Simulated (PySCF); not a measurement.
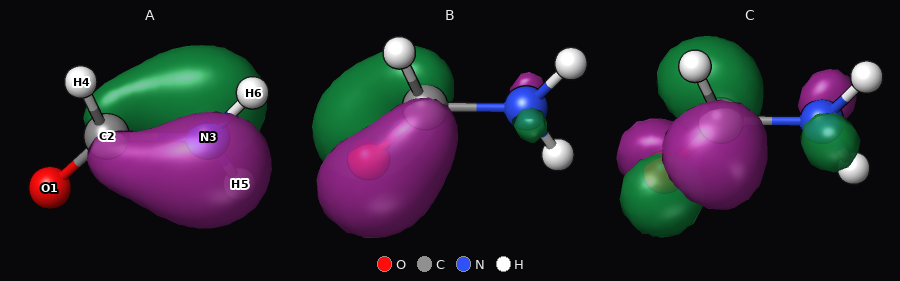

Figure 1: CH3NO, SMILES `O=CN`. Natural orbitals of the π active space, CASSCF(4,3), singlet state, in order of falling occupation.

PySCF calculation, def2-TZVP basis, gas phase; geometry: GFN2-xTB. No frequency check shows the geometry to be a minimum.

Q: What are the natural occupation numbers?

A: A 2.00, B 1.95, C 0.05.

Q: How multiconfigurational is the state?

A: The leading determinant weighs 0.97; the effective number of unpaired electrons, Σ n²(2−n)², is 0.02; the most occupied of the weakly occupied orbitals holds 0.05 e, as in an ordinary closed-shell π system. The active space lowers the energy by 0.73 eV against Hartree–Fock.

Q: Where does the lowest triplet lie relative to the singlet, at this geometry and within this active space?

A: 6.43 eV above it by strongly contracted NEVPT2 (+6.11 eV by CASSCF); a small basis tends to put such gaps a few tenths of an eV too high. This is a vertical energy for π states alone; a state that uses lone pairs or σ orbitals may lie lower.
